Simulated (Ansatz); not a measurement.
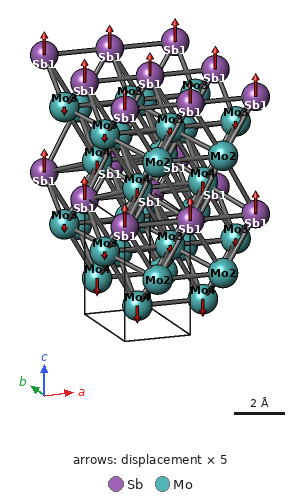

A relaxation of crystalline SbMo3 (a generated structure, set up in Pmm2). The starting structure is drawn; red arrows show the displacements (the part carried along by the change of the cell is left out), magnified 5 times.

Style: ball-and-stick. Shown: the cell of the calculation, repeated 2 × 2 × 2 with one cell outlined, slightly off an axis.

The start is a swapped structure.

Computed with DFT, PAW plane waves, PBEsol, spin-orbit in Ansatz 0.2.0.

Input
```yaml
crystal:
  lattice:
    - [2.84594839, 0.0, 0.0]
    - [0.0, 4.56789853, 0.0]
    - [0.0, 0.0, 4.93310395]
  atoms:
    - { symbol: Sb, position: [0.0, 0.0, 0.97512] }
    - { symbol: Mo, position: [0.5, 0.0, 0.5], spin: 2, spin_axis: [0.0, 0.0, 1.0] }
    - { symbol: Mo, position: [0.0, 0.5, 0.64808], spin: 2, spin_axis: [0.0, 0.0, 1.0] }
    - { symbol: Mo, position: [0.5, 0.5, 0.16016], spin: 2, spin_axis: [0.0, 0.0, 1.0] }
  symmetry: { tolerance: 0.0003 }
kpoints:
  mp_grid: { grid: [6, 4, 4], shift: [0, 0, 0] }
magnetization:
  noncollinear: true
  spin_orbit: true
scf:
  occupations: { method: fermi_dirac }
  lower_state_search: "off"
hamiltonian:
  pseudopotentials: { kind: paw_fr }
  xc: pbesol
basis:
  ecutwfc: 420
  fft_grid_basis: typed
relax:
  max_steps: 60
  cell: { p_target: 0.0 }
  f_tol: 0.03
output:
  forces: true
  stress: true
  eigenvalues: true
  bader: true
  populations: true
  elf: true
  write_potential: true
  volumetric_format: npy
  dos:
    e_range: [-12, 8]
    de: 0.05
    projected: { site_lists: { Mo: [Mo], Sb: [Sb] } }
    method: { smearing: { sigma: 0.1, scheme: gaussian } }
  write_density: true
checkpoint:
  read: saved_state
```

Launched with:
```bash
ansatz run input.yaml --threads 2 --pin off --max-ram 3584MiB --backend cpu --events-out ev --progress --plain --runs-dir out
```

Q: What happened in the run?

A: The largest move relative to the cell is that of Sb1, 0.20 Å along +c. Largest moves by element: Sb 0.20 Å, Mo 0.15 Å. The drawn cell changes as follows: a 2.846 → 3.237 Å (+13.7 %), b 4.568 → 4.617 Å (+1.1 %), c 4.933 → 4.411 Å (−10.6 %); the volume changes by +2.8 %. Some distances before and after: Sb1–Mo3 4.030 → 3.548 Å, Mo2–Mo2 2.846 → 3.237 Å, Sb1–Sb1 2.846 → 3.237 Å, Sb1–Mo2 2.955 → 2.684 Å. The space group stays Pmm2 (No. 25). The energy falls by 192 meV per atom in 13 accepted moves (16 points after the start). Largest force component: 1.8 eV/Å at the start, 0.0023 eV/Å at the end. Pressure: 7.83 GPa at the start and 0.01 GPa at the end. The line search rejected the trial step at point 9 of the run. At 2 points the geometry stayed and the basis and grid were re-selected for the new cell (energy shift of 1.1 meV per atom at most each time). The program noted that the starting moments weren't kept. The run took 7.2 min on 2 threads of Intel(R) Xeon(R) Platinum 8488C (Sapphire Rapids) (shared host), peak memory 0.86 GiB.
